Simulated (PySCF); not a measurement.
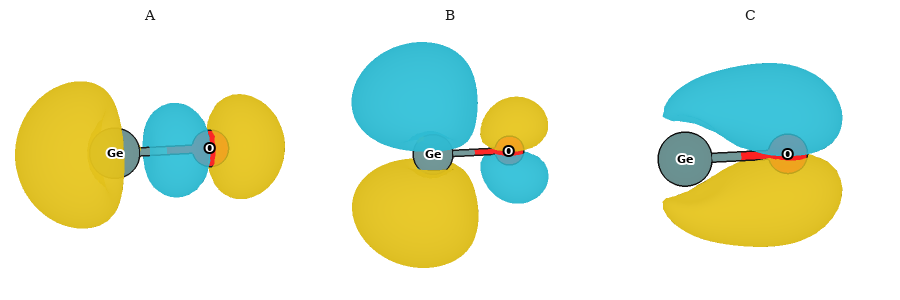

The picture shows: GeO. Three frontier orbitals, each drawn at the value that holds 80 % of its norm (yellow and cyan are the two phases), in no order; of a degenerate pair one member is drawn.

Method: PBE0/cc-pVTZ(-PP), non-relativistic Hamiltonian with scalar-relativistic core potentials where named, at a bond length of 1.623 Å in PySCF.

Question: Label each orbital by symmetry, say whether it is occupied, and order them by energy.

Answer: Orbital C: π, occupied, −8.80 eV; mainly on O (75 %).
Orbital A: σ, occupied, −8.45 eV; shared between the atoms (Ge 50 %, O 50 %).
Orbital B: π, empty, −1.95 eV; mainly on Ge (85 %).
